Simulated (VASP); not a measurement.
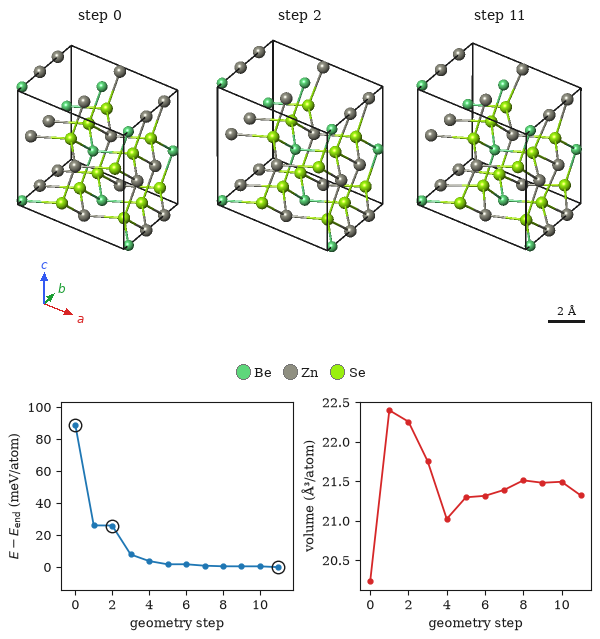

Frames of a relaxation of a crystal of BeZn2Se3 (a generated structure, set up in Cc), marked on the history of the run. The picture is a ball-and-stick view of the conventional cell (2 times the calculation's cell), seen slightly off an axis. Lengths and directions refer to the drawn axes.

The run lets cell and atoms move.

The calculation used Kohn-Sham DFT of a periodic cell, PBE, VASP PAW PBE potentials, recommended (VASP 6.6.1).

Input
```
  PREC = Normal
  ENCUT = 520
  EDIFF = 1E-4
  ISMEAR = 0
  SIGMA = 0.15
  LREAL = Auto
  LASPH = True
  NELM = 60
  ALGO = Fast
  ISIF = 3
  LWAVE = False
  LCHARG = False
  GGA = PE
  IBRION = 2
  NSW = 24
  EDIFFG = -0.08
```

Launched with:
```bash
cat potpaw_PBE.64/Be/POTCAR potpaw_PBE.64/Zn/POTCAR potpaw_PBE.64/Se/POTCAR > POTCAR
mpirun -np 1 vasp_std > vasp.out
```

Describe the path.

Answer. The largest moves relative to the cell, 0.19 Å, are those of Se atoms. By element the largest moves are Se 0.19 Å, Be 0.05 Å, Zn 0.04 Å. The drawn cell changes as follows: a 6.675 → 6.790 Å (+1.7 %), b 11.560 → 11.796 Å (+2.0 %), c 6.675 → 6.762 Å (+1.3 %), β 109.5° → 109.1°; the volume changes by +5.4 %. Among the contacts that change: Se–Zn 2.360 → 2.490 Å, Be–Se 2.360 → 2.252 Å, Be–Se 2.360 → 2.282 Å. Among the angles between lasting bonds that change: Zn–Se–Zn 109.5° → 102.4°, Be–Se–Be 109.5° → 116.3°, Se–Zn–Se 109.5° → 115.5°. The space group stays Cc (No. 9). Over 11 geometry steps the energy falls by 89.2 meV per atom. Largest force component: 1.5 eV/Å at the start, 0.062 eV/Å at the end. The pressure goes from 5.66 to −0.07 GPa. It ran on 1 thread of Intel(R) Xeon(R) 6975P-C (Granite Rapids) (shared host). From step 0 to 2: Se atoms move most (0.09 Å), volume +10.0 %, energy −63.1 meV per atom. From step 2 to 11: Se atoms move most (0.11 Å), volume −4.2 %, energy −26.0 meV per atom.

```
step  E − E(0), meV/atom  largest force component, eV/Å  pressure, GPa  volume, Å³/atom
   0                0.00                         1.5036           5.66           20.234
   1              -63.03                         0.5974          -2.46           22.401
   2              -63.15                         0.6417          -1.87           22.257
   3              -81.22                         0.4042          -1.33           21.757
   4              -85.35                         0.3384           1.10           21.025
   5              -87.36                         0.2024           0.45           21.299
   6              -87.33                         0.1986           0.20           21.318
   7              -88.24                         0.1428           0.11           21.393
   8              -88.61                         0.0604          -0.61           21.514
   9              -88.64                         0.0873          -0.15           21.483
  10              -88.64                         0.0675          -0.37           21.496
  11              -89.15                         0.0617          -0.07           21.323
```
